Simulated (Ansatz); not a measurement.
Input file:

```
crystal:
  periodic: [false, false, false]
  atoms:
    - {symbol: S, position_ang: [-0.002105, -0.529348, -2.307677]}
    - {symbol: H, position_ang: [-1.004519, 0.360687, -2.359791]}
    - {symbol: H, position_ang: [0.929218, 0.434451, -2.366263]}
    - {symbol: Si, position_ang: [0.015443, -0.057297, 1.398028]}
    - {symbol: H, position_ang: [-1.115112, -0.953737, 1.053886]}
    - {symbol: H, position_ang: [1.302698, -0.676130, 0.997015]}
    - {symbol: H, position_ang: [0.024559, 0.169679, 2.868227]}
    - {symbol: H, position_ang: [-0.150281, 1.251594, 0.716474]}
basis:
  gaussian: {orbitals: "def2-TZVPPD.json"}
hamiltonian: {xc: pbe0, dispersion: d4}
output: {orbitals: {seedname: orbitals}}
```

Run with:

```sh
ansatz run in.yaml --threads 2 --pin off --events-out ev --progress --plain --max-ram 5222MiB
```

Geometry: PBE0-D4/def2-TZVP.

Method: Ansatz 0.2.0, RKS PBE0-D4/def2-TZVPPD.

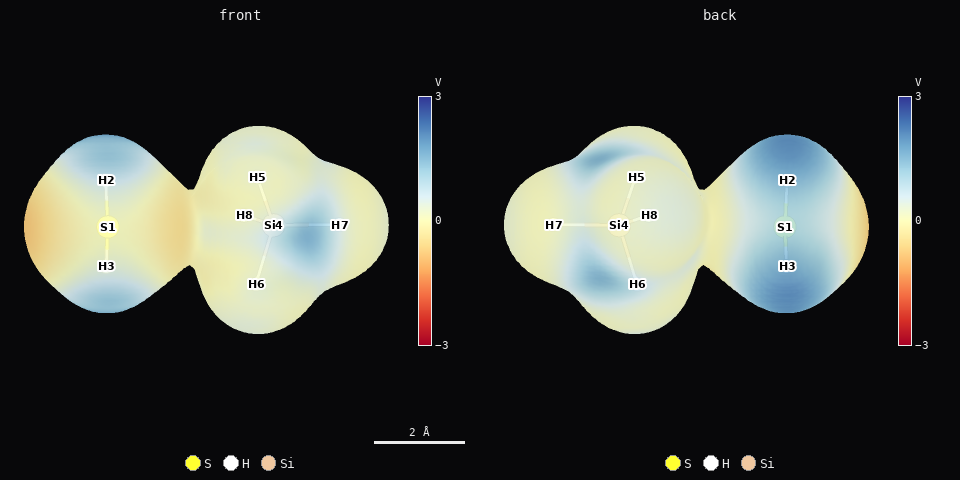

H$_{2}$S···SiH$_{4}$ (SMILES S.[SiH4]). The electrostatic potential painted on the density surface at 0.004 e/bohr³, seen from the front and from behind; red is negative and blue positive.

**Where is the surface potential most negative and most positive?**

The most negative region (about −0.8 V, or −18 kcal/mol for a unit charge) lies over S1, the most positive (about +2.1 V, or +48 kcal/mol for a unit charge) over H2 and H3.
